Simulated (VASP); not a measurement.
Band structure of Ga3Au (space group Fm-3m). These are PBEsol GGA, VASP's PBE PAW potentials (set 64) (plane waves; VASP 6.6.1) values and carry that method's errors.

Unless said otherwise, spin-orbit coupling is left out, though it shifts the bands of the heavy elements here.

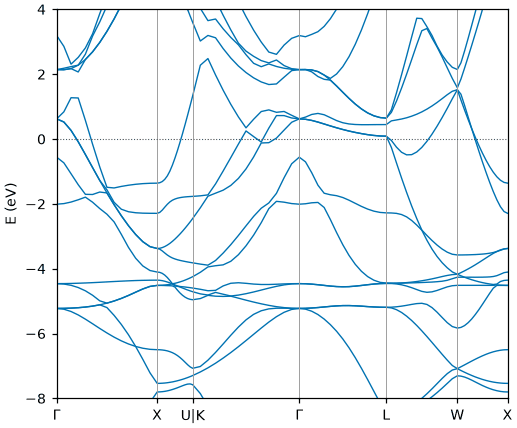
*Bands along high-symmetry lines, zero at the valence-band maximum or, without a gap, the Fermi level*

### Question
Read the plot: is there a gap, and where are the band edges?

### Answer
It has no gap at this level: it comes out as a metal or semimetal. (Edges off the drawn lines would not show.)

The structure comes from a computed database's Ga3Au entry (Fm-3m); how it stands against other phases isn't given here. It was relaxed first, which changed the volume by -5 %.
